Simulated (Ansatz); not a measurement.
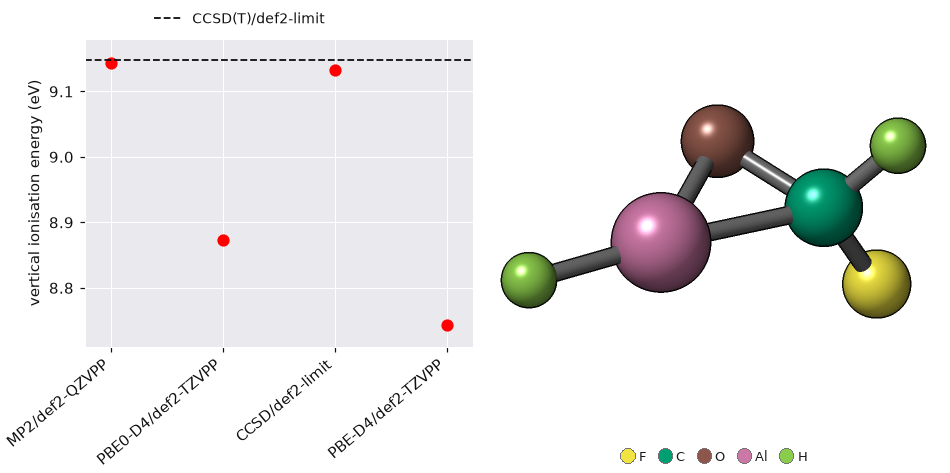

Vertical ionisation energy of CH₂AlFO, SMILES F[C@H]1[O][AlH]1, singlet, taken as the energy of the cation less that of the neutral at fixed geometry (unrestricted doublet cation, cores frozen in correlated methods, no spin-orbit coupling), the Ansatz code, at a PBE0-D4/def2-TZVP geometry (a minimum by its frequencies). Limit means an estimate of the basis limit from triple and quadruple zeta; for coupled cluster it is either extrapolated directly or built as the MP2 limit plus the step from MP2 in triple zeta. The distance of MP2/def2-QZVPP to the limit includes basis error.

### Which level comes closest to the line (CCSD(T)/def2-limit), and which misses most?

Closest MP2/def2-QZVPP (9.14 eV), against 9.15 eV; farthest PBE-D4/def2-TZVPP (8.74 eV).

### Give the values.

| level | eV | less CCSD(T)/def2-limit |
| --- | --- | --- |
| MP2/def2-QZVPP | 9.14 | 0.00 |
| PBE0-D4/def2-TZVPP | 8.87 | −0.27 |
| CCSD/def2-limit | 9.13 | −0.01 |
| PBE-D4/def2-TZVPP | 8.74 | −0.41 |
| CCSD(T)/def2-limit | 9.15 | 0.00 |
